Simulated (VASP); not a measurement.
Band structure of AlAs (space group F-43m). These are modified Becke-Johnson potential (mBJ), VASP's PBE PAW potentials (set 64) (plane waves; VASP 6.6.1) values and carry that method's errors.

mBJ is a potential without an energy functional, so only the levels count.

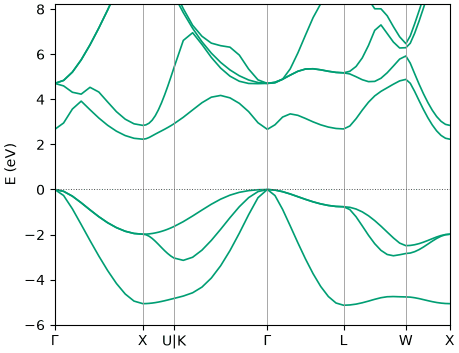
Bands along high-symmetry lines, zero at the valence-band maximum or, without a gap, the Fermi level

**Question.** Read the plot: is there a gap, and where are the band edges?

**Answer.** The gap is indirect, 2.23 eV, from the valence maximum at Γ to the conduction minimum at X.

The structure comes from a computed database's AlAs entry (F-43m); how it stands against other phases isn't given here. It was relaxed first. The cell's shape comes from a PBE relaxation.
